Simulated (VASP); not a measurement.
Band structure of Tm (hcp). Computed with SCAN meta-GGA, VASP's PBE PAW potentials (set 64) (plane waves; VASP 6.6.1).

The 4f electrons are frozen in the core of the lanthanide potential, so 4f levels, which can set the real gap, and their magnetism are missing.

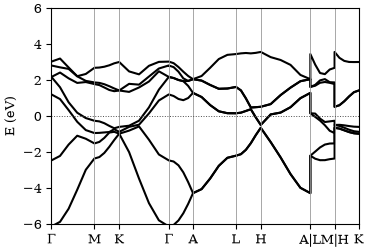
*Bands along high-symmetry lines, zero at the valence-band maximum or, without a gap, the Fermi level*

Q: Read the plot: is there a gap, and where are the band edges?

A: It has no gap at this level: it comes out as a metal or semimetal.

The compound is Tm in the hcp structure. It was relaxed first.
